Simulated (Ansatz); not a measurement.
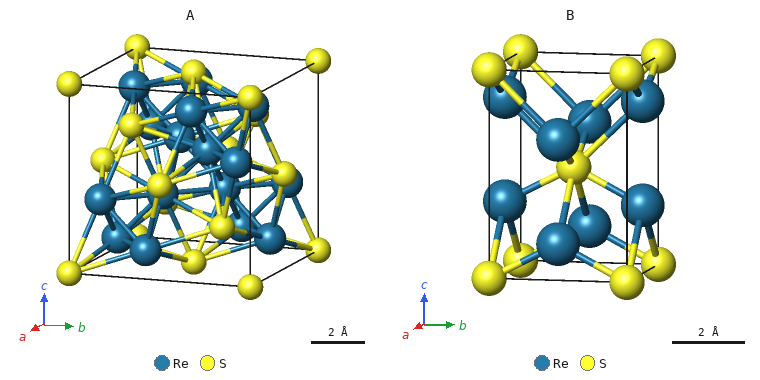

Two structures of Re2S, each relaxed to rest (conventional cells in solid outline, small ones repeated, not to one scale). Method: Ansatz, DFT PBE, scalar-relativistic, plane waves, PAW, without spin polarisation.

What are the two structures?

A: cubic Laves phase (C15, MgCu₂ type), Fd-3m. B: 6 atoms a cell on a primitive tetragonal lattice, P4_2/nmc.

A or B: which is lower in energy?

B is lower, by 709 meV/atom at this level of theory (energies at zero smearing). Volumes: A 16.6, B 15.4 Å³/atom.

One or both may be structure types tried for this composition rather than known phases.
